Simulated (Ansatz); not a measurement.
A series of calculations on H₁₆SO₁₀

### Relaxation

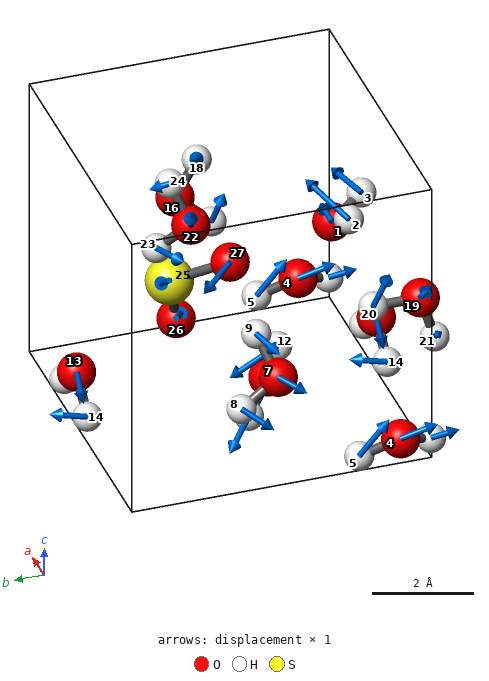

This is a relaxation of an amorphous cell of composition H$_{16}$SO$_{10}$. The starting structure is drawn; blue arrows show the displacements, at their true length.

A ball-and-stick model of the cell of the calculation, seen from a free direction.

The cell holds 8 H2O + 1 SO2. The run prepares the start of a later molecular dynamics calculation, from a guessed geometry.

The calculation used DFT PBE-D3(BJ), scalar-relativistic, plane waves, PAW (Ansatz 0.2.0). (plane-wave cutoff 420 eV; k-point mesh 1 × 1 × 1; occupations fermi dirac; smearing width 0.05 eV; no spin polarisation; atoms relaxed in a fixed cell; force threshold 0.3 eV/Å; at most 15 steps)

### What did the optimiser do to the structure, and how much energy did it gain?

Over 12 accepted moves (13 points after the start) the energy falls by 215 meV per atom. Largest force component: 1.9 eV/Å at the start, 0.24 eV/Å at the end. 1 step only repeated the SCF at the same geometry. The atom that moves furthest is an H atom (1.32 Å roughly along [3 1 1]). By element the largest moves are H 1.32 Å, O 1.06 Å, S 0.79 Å. The lattice vectors keep their values. Near-neighbour distances that change, for instance: H–O 0.969 → 0.998 Å, H–O 0.969 → 0.978 Å, O–S 1.477 → 1.468 Å. Bond angles that change, for instance: O–S–O 119.8° → 114.5°, H–O–H 104.0° → 99.4°, H–O–H 104.0° → 106.8°. The run took 25 s on 1 thread of Arm Neoverse V2 (shared host), peak memory 0.34 GiB.

Limits of the set-up: the periodic images lie only 6.3 Å apart, so the values are limited by the cell's size.

### Dynamics

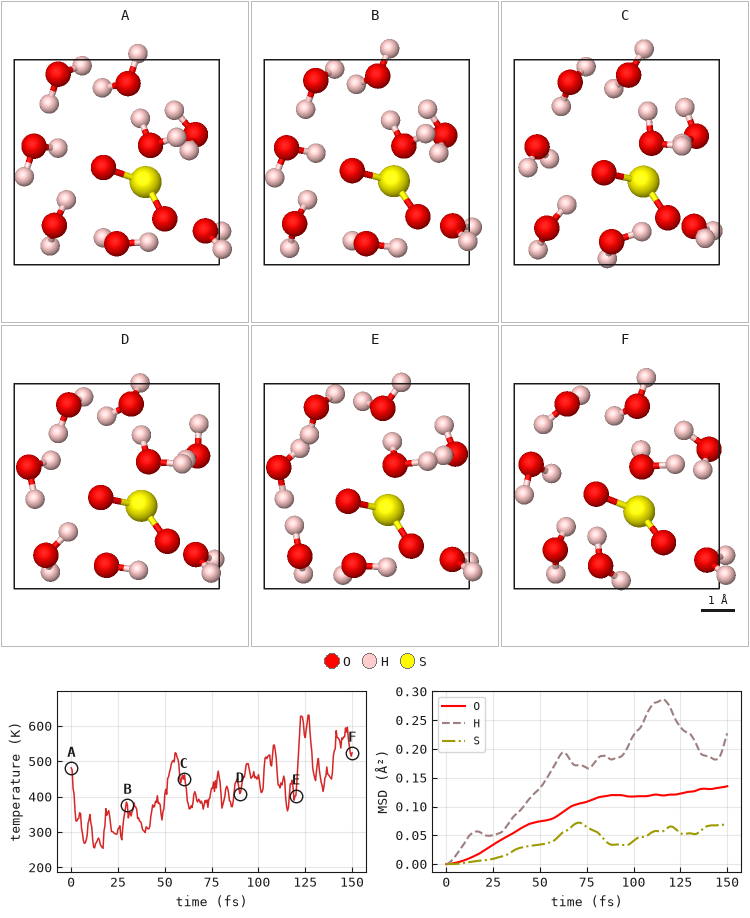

First-principles dynamics of a periodic cell with 8 H2O + 1 SO2 at 1.376 g/cm³, 150 fs long. Frames (A at 0 fs, B at 30 fs, C at 60 fs, D at 90 fs, E at 120 fs, F at 150 fs) and the history of the run. A ball-and-stick model of the simulation cell, seen along the b axis.

Theory: DFT PBE-D3(BJ), scalar-relativistic, plane waves, PAW in Ansatz 0.2.0. Settings: plane-wave cutoff 420 eV; k-point mesh 1 × 1 × 1; Fermi-Dirac smearing 0.05 eV; Langevin thermostat (NVT); set temperature 500 K; time step 0.5 fs; friction 0.02 per fs.

### Describe the run.

Over the second half the temperature averages 476 K (spread ±65 K). The potential energy in the second half lies on average 67.0 meV per atom above the first frame. Root-mean-square distances from the starting positions over the second half, with the common drift of all atoms taken out: H 0.47 Å, O 0.35 Å, S 0.23 Å. The heavy atoms stay within a fraction of a molecule's size of their starting places; so short a run doesn't tell a liquid from a solid.

Limits of the set-up: the periodic images lie only 6.3 Å apart, so the values are limited by the cell's size.

Cost: 6.6 min on 1 thread of Arm Neoverse V2, on a shared host, peak memory 0.34 GiB.

### Dynamics

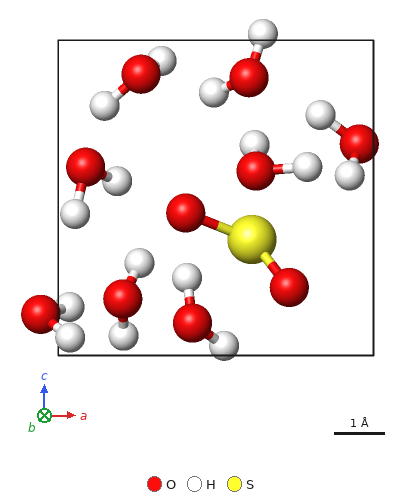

Starting frame of a dynamics run of a periodic cell with 8 H2O + 1 SO2 at 1.376 g/cm³. It starts from the last geometry of an earlier run, with fresh velocities. The picture is a ball-and-stick view of the simulation cell, seen along the b axis.

Computed with DFT PBE-D3(BJ), scalar-relativistic, plane waves, PAW (Ansatz 0.2.0).

Input
```yaml
crystal:
  lattice:
    - [6.309669, 0.0, 0.0]
    - [0.0, 6.309669, 0.0]
    - [0.0, 0.0, 6.309669]
  atoms:
    - { symbol: O, position: [0.62348978, 0.11439978, 0.58114153] }
    - { symbol: H, position: [0.61894216, 0.23930588, 0.66371767] }
    - { symbol: H, position: [0.78620567, 0.07224546, 0.5940924] }
    - { symbol: O, position: [-0.0596055, 0.03993732, 0.12660072] }
    - { symbol: H, position: [0.03189946, 0.18019838, 0.14997461] }
    - { symbol: H, position: [0.03387389, -0.06119797, 0.05311276] }
    - { symbol: O, position: [0.20077191, 0.36665998, 0.17561029] }
    - { symbol: H, position: [0.20323484, 0.4770176, 0.05880386] }
    - { symbol: H, position: [0.25370076, 0.4570235, 0.28927838] }
    - { symbol: O, position: [0.60116678, 0.38597839, -0.12280189] }
    - { symbol: H, position: [0.48958922, 0.47022395, -0.16985365] }
    - { symbol: H, position: [0.64509842, 0.44133921, 0.016327] }
    - { symbol: O, position: [0.42186158, 0.98108507, 0.0989676] }
    - { symbol: H, position: [0.40445187, 1.03865024, 0.24230145] }
    - { symbol: H, position: [0.5221374, 1.07931423, 0.02668799] }
    - { symbol: O, position: [0.95089976, 0.52711227, 0.66696087] }
    - { symbol: H, position: [0.92062391, 0.41169679, 0.56694183] }
    - { symbol: H, position: [0.82815649, 0.4991977, 0.75891383] }
    - { symbol: O, position: [0.08295268, 0.00674034, 0.59351756] }
    - { symbol: H, position: [0.18310708, 0.12691788, 0.54896811] }
    - { symbol: H, position: [0.04956399, -0.04485792, 0.44491921] }
    - { symbol: O, position: [0.25874906, 0.66969582, 0.8883226] }
    - { symbol: H, position: [0.14314895, 0.7073423, 0.78812903] }
    - { symbol: H, position: [0.32396821, 0.79419104, 0.93054685] }
    - { symbol: S, position: [0.6104194, 0.70186395, 0.36396898] }
    - { symbol: O, position: [0.72893688, 0.57823905, 0.21184697] }
    - { symbol: O, position: [0.40046493, 0.63343489, 0.44819963] }
basis:
  ecutwfc: 420.0
kpoints:
  mp_grid: { grid: [1, 1, 1] }
hamiltonian:
  xc: pbe
  dispersion: d3bj
scf:
  occupations: { method: fermi_dirac, width: 0.05 }
  lower_state_search: "off"
md:
  timestep: 0.5
  n_steps: 400
  ensemble: nvt_langevin
  temperature: 500.0
  initial_velocities: maxwell_boltzmann
  seed: 177270
  friction: 0.02
```

Command:
```bash
ansatz run input.yaml --threads 1 --pin off --max-ram 3072MiB --backend cpu --events-out ev --progress --plain --runs-dir out
```

Q: Predict how the run goes.

A: The mean temperature in the second half is 479 K (standard deviation 52 K). The potential energy in the second half lies on average 9.2 meV per atom above the first frame. Root-mean-square distances from the starting positions over the second half, with the common drift of all atoms taken out: H 0.74 Å, O 0.46 Å, S 0.22 Å. The heavy atoms stay within a fraction of a molecule's size of their starting places, while the hydrogen atoms travel further, as molecules turn; so short a run doesn't tell a liquid from a solid.

Along the run (each row but the first and the last is the mean over the interval that it begins):

```json
{"time (fs)": "0.0", "potential energy (meV/atom)": "0.0", "T (K)": "481"}
{"time (fs)": "20.0", "potential energy (meV/atom)": "0.5", "T (K)": "531"}
{"time (fs)": "40.0", "potential energy (meV/atom)": "4.9", "T (K)": "455"}
{"time (fs)": "60.0", "potential energy (meV/atom)": "13.5", "T (K)": "493"}
{"time (fs)": "80.0", "potential energy (meV/atom)": "15.2", "T (K)": "495"}
{"time (fs)": "100.0", "potential energy (meV/atom)": "10.9", "T (K)": "515"}
{"time (fs)": "120.0", "potential energy (meV/atom)": "15.1", "T (K)": "437"}
{"time (fs)": "140.0", "potential energy (meV/atom)": "9.8", "T (K)": "474"}
{"time (fs)": "160.0", "potential energy (meV/atom)": "4.1", "T (K)": "493"}
{"time (fs)": "180.0", "potential energy (meV/atom)": "6.4", "T (K)": "477"}
{"time (fs)": "200.0", "potential energy (meV/atom)": "-6.9", "T (K)": "497"}
```

The paths of the atoms:

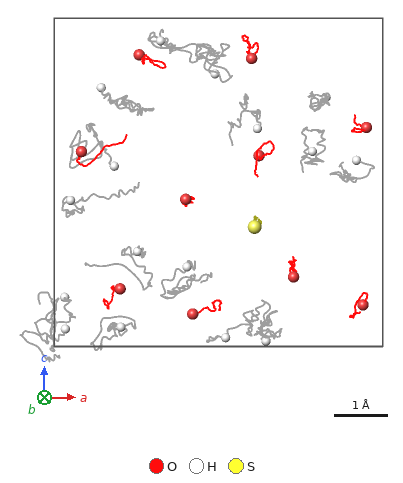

Limits of the set-up: the periodic images lie only 6.3 Å apart, so the values are limited by the cell's size.

The run took 8.7 min on 1 thread of Arm Neoverse V2 (shared host), peak memory 0.35 GiB.
